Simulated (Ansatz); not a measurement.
# How K (Im-3m) expands on warming

Wanted: α(T), C_P(T) and B(T) of K in the quasi-harmonic approximation.

What experiment has found for this phase:
- heat capacity C_P per formula unit 29.4 J/mol/K near room temperature (given in “High-Throughput Prediction of Finite-Temperature Properties using the Quasi-Harmonic Approximation”, 2016, arXiv:1603.06924)

Program: Ansatz 0.2.0. Level of theory: DFT r2SCAN, scalar-relativistic, plane waves, PAW. Results are calculated unless marked as measured.

The database entry behind the starting cell lists a temperature near 5 K, so it need not match the best structure at ambient conditions.

## Step 1: The starting structure

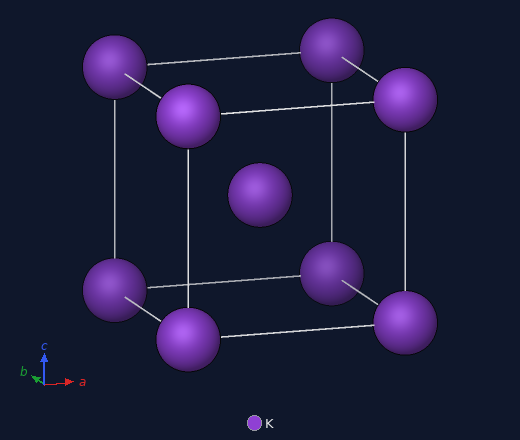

Start, viewed slightly off an axis; potassium purple. This picture shows the conventional cell, with its axes. Some periodic images of atoms are drawn too.

## Step 2: Probe on a coarse mesh

Before spending time, one coarse run tells the gap and the pressure of the starting cell.

File input.yaml:

```yaml
crystal:
  lattice:
    - [-2.6125, 2.6125, 2.6125]
    - [2.6125, -2.6125, 2.6125]
    - [2.6125, 2.6125, -2.6125]
  atoms:
    - { symbol: K, position: [0.0, 0.0, 0.0] }
kpoints:
  mp_grid: { grid: [6, 6, 6] }
hamiltonian:
  xc: r2scan
scf:
  occupations: { method: gaussian, width: 0.1 }
  lower_state_search: "off"
output:
  forces: true
  stress: true
  eigenvalues: true
```

The run is started by

```sh
> ansatz run input.yaml --threads 4 --pin off --max-ram 16384MiB --backend cpu --events-out ev --progress --plain --runs-dir out
```

Numbers of over 12 decimals in the logs are rounded to 6 here.

The program printed:

```text
Engine: ansatz 0.2.0, aarch64-unknown-linux-gnu
Pseudopotentials: kind: paw
Pseudopotential: K, paw, valence charge 9, recommended cutoff 500 eV (meta_gga), K.paw.azcp
Functional definition: r2SCAN
  parameter k0 = 0.174
  parameter k1 = 0.065
  parameter a1 = 4.9479
  exchange = r2scan_x(k0 = k0, k1 = k1, a1 = a1)
  correlation = r2scan_c
Crystal: 1 atoms, lattice volume = 71.323 Å³
Basis set: ecut = 500 eV, 1865 PW (Γ), exchange–correlation on 144×144×144 points (64 copies of the dense FFT grid, shifted against one another)
Bands: 9, of which v1, the nominal top of the filled ones, is band 5 counted from 1 (4 counted from 0)
Symmetry: 48 space group operations
Space group: Im-3m (ITA 229), of the structure as read, at distance tolerance 4.1e-5 Å
k-points: 16 of 216
Non-local potential: K, projectors of the file, l = 0: 3, l = 1: 2, l = 2: 2
PAW form: soft (Blöchl's): semilocal exchange-correlation on the pseudo side does not see the compensation charge
PAW frozen core: K, regenerated for the run's functional (the file was generated under x = pbe(κ = 0.804, μ = 0.219515), c = pbe(β = 0.066725))
PAW one-centre angular grid: K, 302 points (default); XC on 160 Gauss nodes
Initial density: superposition of atomic densities (neutral atoms: chi_scale 0, normalization atom), corrected by the library's trained network
Initial wavefunctions: pseudopotential atomic-orbital guess
Functional: x = r2scan, c = r2scan; τ floored in thin density (d = 2e-4 eV/Å³)
SCF iter   1: F=-1542.457802 eV  HF=-1542.456998 eV  |F-HF|=8.04e-4  |Δ(HF+E_count)|=         —  Δρ=2.27e-3  dr2=1.41e-3  dr2_τ=1.42e-4  ethr=1.77e-3  ⟨swp⟩=5.3  Hψ=1079  notcnv=0
preconditioner: auto → none  [insulator: Δε(μ)=0.305 eV  Ē_g=4.637 eV  σ=0.100 eV  W_gap=0.56  n_scr=12 (ndim 8)  ℏωp=4.4 eV  f_vac=0.000  D(μ)=2.48/eV (n_scr^D=18)  ε∞_Penn≈1.9]
SCF iter   2: F=-1542.458146 eV  HF=-1542.457789 eV  |F-HF|=3.57e-4  |Δ(HF+E_count)|=   7.91e-4  Δρ=1.01e-3  dr2=2.18e-4  dr2_τ=3.00e-5  ethr=1.57e-5  ⟨swp⟩=2.4  Hψ=394  notcnv=0  defer=7
SCF iter   3: F=-1542.458196 eV  HF=-1542.458166 eV  |F-HF|=3.00e-5  |Δ(HF+E_count)|=   3.77e-4  Δρ=2.63e-4  dr2=1.80e-5  dr2_τ=6.34e-6  ethr=2.42e-6  ⟨swp⟩=2.5  Hψ=208  notcnv=0  defer=7
iter 4 did not close the SCF: its close was put off for the readings that it lacked (scf_convergence_deferred on its scf_iter line)
SCF iter   4: F=-1542.458201 eV  HF=-1542.458201 eV  |F-HF|=1.10e-7  |Δ(HF+E_count)|=   3.48e-5  Δρ=2.02e-5  dr2=9.72e-8  dr2_τ=3.11e-8  ethr=2.00e-7  ⟨swp⟩=2.0  Hψ=193  notcnv=0  defer=7
iter 5 did not close the SCF: its close was put off for the readings that it lacked (scf_convergence_deferred on its scf_iter line)
SCF iter   5: F=-1542.458201 eV  HF=-1542.458201 eV  |F-HF|=5.75e-9  |Δ(HF+E_count)|=   1.74e-7  Δρ=3.86e-6  dr2=1.11e-8  dr2_τ=2.11e-9  ethr=1.08e-9  ⟨swp⟩=2.0  Hψ=209  notcnv=0  defer=7
SCF iter   6: F=-1542.458201 eV  HF=-1542.458201 eV  |F-HF|=5.30e-10  |Δ(HF+E_count)|=   1.97e-9  Δρ=9.22e-7  dr2=7.10e-10  dr2_τ=5.80e-11  ethr=1.23e-10  ⟨swp⟩=3.3  Hψ=615  notcnv=0
SCF 1 converged in 6 iterations: F = -1542.458201 eV  dr2 = 7.10e-10
  greatest PAW one-centre occupation: 0.990 electrons in one spin orbital (limit 2), on the K atom at site 0 (counted from 0), in its partial waves of l = 0
SCF converged after 6 iterations
Free energy (F): -1542.458201 eV
Harris-Foulkes:  -1542.458201 eV  (|F-HF|=5.30e-10)
Internal energy: -1542.445816 eV  (E = F + TS)
E sigma→0 (E₀):  -1542.452009 eV
Entropy (-TS):   -0.012385 eV (-12.385 meV/atom)
Fermi energy:    1.964061 eV
--- Per-component energies (eV) ---
  E_band       = -148.095894
  E_kinetic    = 252.361262
  E_local      = -746.885478  (includes V_loc(G=0)·N_el)
  E_nonlocal   = 12.797464
  E_hartree    = 265.885894
  E_xc         = -132.307882
  E_vxc        = -184.109897  (∫ρ·V_xc dr)
  E_paw        = -787.909751  (= ΣΔE_a)
  E_vpaw       = -25.189464  (= ΣTr[D̂ρ^β])
  E_aug_tail   = -0.000002  (compensation charges beyond the density's cutoff)
  E_vtau       = 11.159210  (kinetic-family band-sum trace: ∫τ·v_τ [+ j·A + Jᵃ·Aᵃ] dr)
  E_ewald      = -406.191138
  E_core_change = -0.196185  (= ΣΔE_core)
  E_smearing   = -0.012385  (= −TS)
  E_closure    = 0.000000  (closes the sum)
  Σ components = -1542.458201   (vs F -1542.458201, Δ=0.00e0)
--- Forces (eV/Å), atoms counted from 1 ---
  atom   1  K      0.00000000    -0.00000000     0.00000000
  max |Σ_I F_I| component: 2.57e-33 eV/Å
--- Stress (GPa, compression-positive) ---
        0.303331      -0.000000      -0.000000
       -0.000000       0.303331      -0.000000
        0.000000      -0.000000       0.303331
  P = ⅓ Tr σ = 0.3033 GPa (3.033 kbar)
--- Band table (eV; the first three rows and the last of 16) ---
  k-point 0: bands = ["-31.6212", "-14.2910", "-14.2910", "-14.2910", "-0.4071", "6.7255", "6.7255", "6.7255", "7.6924"]
  k-point 1: bands = ["-31.6200", "-14.3110", "-14.2975", "-14.2911", "-0.0339", "5.9912", "6.2922", "7.0217", "7.4264"]
  k-point 2: bands = ["-31.6174", "-14.3503", "-14.3103", "-14.2911", "1.0179", "4.2946", "5.6848", "7.5624", "7.7230"]
  k-point 15: bands = ["-31.6123", "-14.3466", "-14.3466", "-14.3466", "3.7042", "3.7042", "5.8037", "5.8037", "5.8037"]
```

Elapsed: 1.3 s, on 4 threads of Arm Neoverse V2, shared host; peak memory 0.46 GiB; 3 s of CPU time.

Numbers from this step:

```
pressure          : 0.3033 GPa
volume per atom   : 71.32 Å³/atom
gap on the k-mesh : 0 eV
```

The start is under 0.30 GPa at this level and looks like a metal on this mesh.

## Step 3: Relaxation

Phonons are second derivatives about a minimum, so cell and atoms are relaxed first, inside the symmetry of the start.

input.yaml, the sections that differ from step 2:

```yaml
kpoints:
  mp_grid: { grid: [12, 12, 12] }
output:
  forces: true
  stress: true
  eigenvalues: true
  write_density: true
  write_potential: true
  elf: true
  volumetric_format: npy
relax:
  adjacent_minimum: "off"
  f_tol: 0.005
  max_steps: 80
  cell: { stress_tol: 0.05 }
# crystal, hamiltonian, scf: as in step 2
```

The program printed:

```text
[...]
Crystal: 1 atoms, lattice volume = 71.323 Å³
Basis set: ecut = 500 eV, 1865 PW (Γ), exchange–correlation on 144×144×144 points (64 copies of the dense FFT grid, shifted against one another)
Bands: 9, of which v1, the nominal top of the filled ones, is band 5 counted from 1 (4 counted from 0)
Symmetry: 48 space group operations
[...]
k-points: 72 of 1728
[...]
SCF iter   1: F=-1542.475220 eV  HF=-1542.474679 eV  |F-HF|=5.41e-4  |Δ(HF+E_count)|=         —  Δρ=2.29e-3  dr2=1.46e-3  dr2_τ=1.45e-4  ethr=1.77e-3  ⟨swp⟩=5.3  Hψ=4846  notcnv=0
[...]
SCF iter   6: F=-1542.475599 eV  HF=-1542.475599 eV  |F-HF|=7.45e-10  |Δ(HF+E_count)|=   1.99e-7  Δρ=1.38e-6  dr2=1.19e-9  dr2_τ=1.03e-10  ethr=1.00e-9  ⟨swp⟩=6.8  Hψ=3734  notcnv=0
SCF 1 converged in 6 iterations: F = -1542.475599 eV  dr2 = 1.19e-9
[...]
relax step   1: F+E_penalty+E_count = -1542.47559948 eV  Δ(F+E_penalty+E_count) = +0.000e0 eV  max|allowed force component| = 0.000e0 eV/Å  Δτ_max = 0.0000 Å  P = +0.274 GPa  Ω = 71.323 Å³  (6 SCF iters, dr2 threshold 1.00e-7 eV, accepted)
Crystal: 1 atoms, lattice volume = 71.906 Å³
[...]
iter 1 solved again at ethr=2.15e-7 eV; its pass at ethr=3.10e-3 eV (dr2=1.94e-5 eV) is discarded
[...]
SCF iter   4: F=-1542.476516 eV  HF=-1542.476516 eV  |F-HF|=6.88e-9  |Δ(HF+E_count)|=   1.17e-7  Δρ=4.64e-6  dr2=2.31e-8  dr2_τ=1.14e-9  ethr=1.11e-9  ⟨swp⟩=5.4  Hψ=3168  notcnv=0
SCF 2 converged in 4 iterations: F = -1542.476516 eV  dr2 = 2.31e-8
relax step   2: F+E_penalty+E_count = -1542.47651578 eV  Δ(F+E_penalty+E_count) = -9.163e-4 eV  max|allowed force component| = 0.000e0 eV/Å  Δτ_max = 0.0000 Å  P = +0.238 GPa  Ω = 71.906 Å³  energy of the carried Pulay correction = -1.531e-5 eV  (4 SCF iters, dr2 threshold 1.00e-7 eV, accepted)
Crystal: 1 atoms, lattice volume = 76.078 Å³
Basis set: ecut = 500 eV, 1961 PW (Γ), exchange–correlation on 144×144×144 points (64 copies of the dense FFT grid, shifted against one another)
[...]
SCF iter   8: F=-1542.479626 eV  HF=-1542.479626 eV  |F-HF|=1.70e-8  |Δ(HF+E_count)|=   2.36e-9  Δρ=7.87e-6  dr2=5.19e-8  dr2_τ=5.75e-9  ethr=1.11e-9  ⟨swp⟩=5.2  Hψ=3107  notcnv=0
SCF 3 converged in 8 iterations: F = -1542.479626 eV  dr2 = 5.19e-8
relax step   3: F+E_penalty+E_count = -1542.47962559 eV  Δ(F+E_penalty+E_count) = -3.110e-3 eV  max|allowed force component| = 0.000e0 eV/Å  Δτ_max = 0.0000 Å  P = +0.018 GPa  Ω = 76.078 Å³  energy of the carried Pulay correction = -1.213e-4 eV  (8 SCF iters, dr2 threshold 1.00e-7 eV, accepted)
[...]
SCF iter   6: F=-1542.479763 eV  HF=-1542.479763 eV  |F-HF|=4.55e-13  |Δ(HF+E_count)|=  2.50e-11  Δρ=2.84e-8  dr2=5.69e-13  dr2_τ=3.45e-14  ethr=1.00e-12  ⟨swp⟩=5.0  Hψ=2108  notcnv=0
SCF 4 converged in 6 iterations: F = -1542.479763 eV  dr2 = 5.69e-13
relax step   4: F+E_penalty+E_count = -1542.47976312 eV  Δ(F+E_penalty+E_count) = -1.375e-4 eV  max|allowed force component| = 0.000e0 eV/Å  Δτ_max = 0.0000 Å  P = +0.019 GPa  Ω = 76.078 Å³  stress off target by 1.91e-2 GPa  SCF on the basis re-selected at this cell (its energy is not comparable with the rows above)  (6 SCF iters)
basis re-selected at this cell: Δ(F+E_penalty+E_count) = -1.375e-4 eV, ΔP = +0.001 GPa vs the last step (what re-selecting the basis moved, of the pressure what is left beyond the Pulay correction that the steps carried, after the strain that the cell walked since its last selection, with what the two solves' SCF thresholds leave and, on support functions, any second-order correction that the steps lacked; it is no measure of the basis error at this ecutwfc). This SCF's stress stands 1.91e-2 GPa from its target on what of the cell is left free (relax.cell.stress_tol is 5.00e-2 GPa) and its largest allowed force component is 0.00e0 eV/Å (relax.f_tol is 5.00e-3 eV/Å): [rest of the remark cut]
SCF converged after 6 iterations
Free energy (F): -1542.479763 eV
[...]
Internal energy: -1542.475015 eV  (E = F + TS)
E sigma→0 (E₀):  -1542.477389 eV
Entropy (-TS):   -0.004748 eV (-4.748 meV/atom)
Fermi energy:    1.660331 eV
[...]
--- Stress (GPa, compression-positive) ---
        0.019140      -0.000000       0.000000
        0.000000       0.019140      -0.000000
       -0.000000       0.000000       0.019140
  P = ⅓ Tr σ = 0.0191 GPa (0.191 kbar)
--- Band table (eV; the first three rows and the last of 72) ---
[...]
--- Relaxed structure (3 steps of the walk, 3 accepted, 1 SCFs on fresh bases) ---
  F+E_penalty+E_count = -1542.47976312 eV   max|allowed force component| = 0.000e0 eV/Å   (the final SCF, on the basis selected at the relaxed cell)
  cell:  # Å, volume = 76.0783 Å³
    - [-2.669318, 2.669318, 2.669318]
    - [2.669318, -2.669318, 2.669318]
    - [2.669318, 2.669318, -2.669318]
  atoms:
    - { symbol: K, position: [0.0, 0.0, 0.0] }
```

The job ended after 7.6 s (4 threads; peak memory 0.58 GiB).

Relaxation path:

```csv
step,energy less that of the first step (eV),largest force component (eV/Å),pressure (GPa),volume (Å³)
1,0.0000,0.0000,0.27,71.32
2,-0.0009,0.0000,0.24,71.91
3,-0.0040,0.0000,0.02,76.08
4*,-0.0042,0.0000,0.02,76.08
```

Relaxation steps marked * repeat the geometry before them on a plane-wave basis chosen anew for their cell, so energy and pressure can jump there.

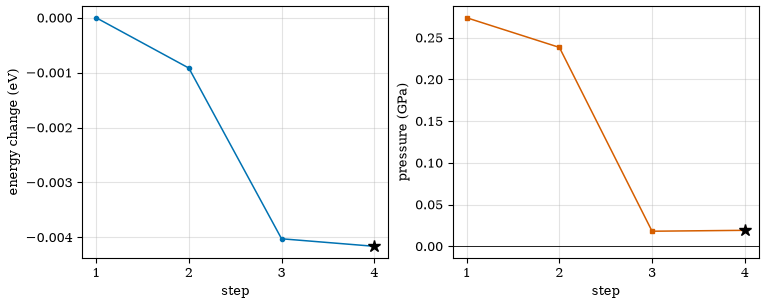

Energy and pressure along the relaxation. Stars mark steps on a basis chosen anew.

```csv
"conventional cell, symmetrised",before,after,change
a (Å),5.225,5.339,+2.2 %
b (Å),5.225,5.339,+2.2 %
c (Å),5.225,5.339,+2.2 %
volume (Å³/atom),71.32,76.08,+6.7 %
```

Final coordinates:

```xyz
1
Lattice="-2.6693 2.6693 2.6693 2.6693 -2.6693 2.6693 2.6693 2.6693 -2.6693" Properties=species:S:1:pos:R:3 pbc="T T T"
K     0.0000    0.0000    0.0000
```

This step gave:

```yaml
pressure: 0.01914 GPa
volume_per_atom: 76.08 Å³/atom
```

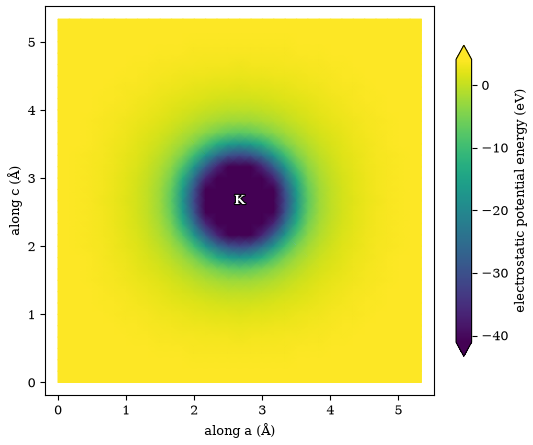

Electrostatic potential energy in the ac plane of the conventional cell at fractional y = 0.000, with atoms of K within 0.2 Å of it. With pseudopotentials it is smooth inside the atoms' cores, unlike the true potential. The map starts off the cell's origin, so that atoms lie inside it.

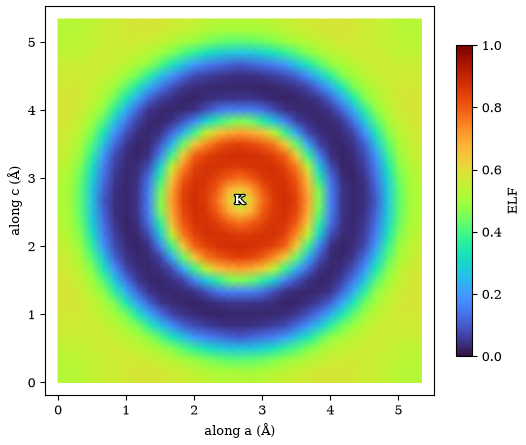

ELF in the ac plane of the conventional cell at fractional y = 0.000, with atoms of K within 0.2 Å of it. It is the smooth field of the valence electrons, not physical close to the nuclei. The map starts off the cell's origin, so that atoms lie inside it.

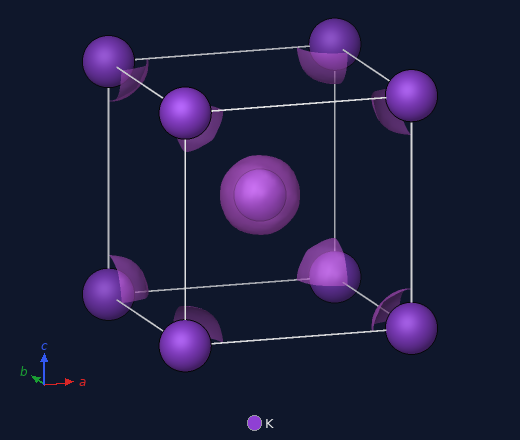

Surface of ELF = 0.8.

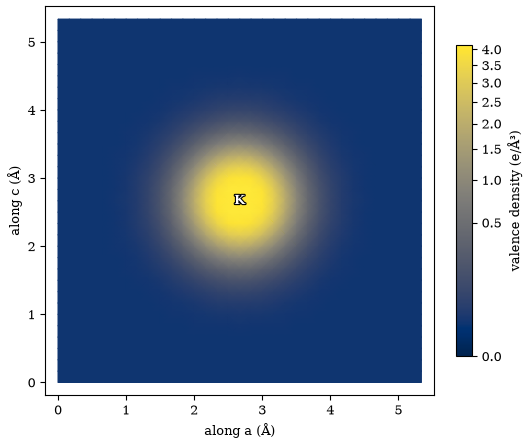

Valence density in the ac plane of the conventional cell at fractional y = 0.000, with atoms of K within 0.2 Å of it. It is the smooth field of the valence electrons, not physical close to the nuclei. The map starts off the cell's origin, so that atoms lie inside it. The colour scale is stretched toward low values.

The relaxation ends with a pressure of 0.02 GPa.

## Step 4: Relaxing to small residual forces and stress

The relaxation is repeated with tighter thresholds on force and stress, since phonons are sensitive to what is left; a change of mesh or smearing in the input moves the cell too.

File input.yaml:

```yaml
crystal:
  lattice:
    - [-2.6693180061, 2.6693180061, 2.6693180061]
    - [2.6693180061, -2.6693180061, 2.6693180061]
    - [2.6693180061, 2.6693180061, -2.6693180061]
  atoms:
    - { symbol: K, position: [0.0, 0.0, 0.0] }
kpoints:
  mp_grid: { grid: [12, 12, 12] }
hamiltonian:
  xc: r2scan
scf:
  occupations: { method: methfessel_paxton, width: 0.2 }
  lower_state_search: "off"
output:
  forces: true
  stress: true
  eigenvalues: true
relax:
  adjacent_minimum: "off"
  f_tol: 0.001
  max_steps: 60
  cell: { stress_tol: 0.01 }
```

The program printed:

```text
[...]
Crystal: 1 atoms, lattice volume = 76.078 Å³
Basis set: ecut = 500 eV, 1961 PW (Γ), exchange–correlation on 144×144×144 points (64 copies of the dense FFT grid, shifted against one another)
Bands: 9, of which v1, the nominal top of the filled ones, is band 5 counted from 1 (4 counted from 0)
Symmetry: 48 space group operations
[...]
k-points: 72 of 1728
[...]
-0.000000      -0.000000      -0.000005
  P = ⅓ Tr σ = -0.0000 GPa (-0.000 kbar)
--- Band table (eV; the first three rows and the last of 72) ---
[...]
--- Relaxed structure (3 steps of the walk, 3 accepted, 1 SCFs on fresh bases) ---
[...]
cell:  # Å, volume = 76.4640 Å³
    - [-2.673821, 2.673821, 2.673821]
    - [2.673821, -2.673821, 2.673821]
    - [2.673821, 2.673821, -2.673821]
  atoms:
    - { symbol: K, position: [0.0, 0.0, 0.0] }
[key lines of the parts left out:]
SCF converged after 5 iterations
Free energy (F): -1542.478227 eV
Fermi energy:    1.644268 eV
```

Wall time 6.9 s (4 threads); peak memory 0.57 GiB; 26 s of CPU time.

The steps of the relaxation:

```csv
step,energy less that of the first step (eV),largest force component (eV/Å),pressure (GPa),volume (Å³)
1,0.0000,0.0000,0.02,76.08
2,0.0000,0.0000,0.02,76.12
3,0.0000,0.0000,0.00,76.46
4*,0.0000,0.0000,0.00,76.46
```

Relaxation steps marked * repeat the geometry before them on a plane-wave basis chosen anew for their cell, so energy and pressure can jump there.

```csv
"conventional cell, symmetrised",before,after,change
a (Å),5.339,5.348,+0.2 %
b (Å),5.339,5.348,+0.2 %
c (Å),5.339,5.348,+0.2 %
volume (Å³/atom),76.08,76.46,+0.5 %
```

Final coordinates:

```cif
data_structure
_symmetry_space_group_name_H-M 'P 1'
_symmetry_Int_Tables_number 1
_cell_length_a 4.6312
_cell_length_b 4.6312
_cell_length_c 4.6312
_cell_angle_alpha 109.471
_cell_angle_beta 109.471
_cell_angle_gamma 109.471
_cell_volume 76.46
loop_
_atom_site_label
_atom_site_type_symbol
_atom_site_fract_x
_atom_site_fract_y
_atom_site_fract_z
_atom_site_occupancy
K1 K 0.00000 0.00000 0.00000 1
```

Numbers from this step:

```
pressure        : -5.05e-6 GPa
volume per atom : 76.46 Å³/atom
```

The residual pressure is -5.1e-6 GPa, small enough for phonons.

[end of part 1 of 2]

[Logs are printed without paths, hosts, clocks, repeated set-up lines and the standing remarks that a program may print on its own settings, such as how far it seeks lower states.]

[Hosts, paths, dates, database ids (printed as entryN), source tags and the programs' standing remarks are cut or masked in the printed files.]

[A step with changed settings may run another functional than the one named; its input shows which.]
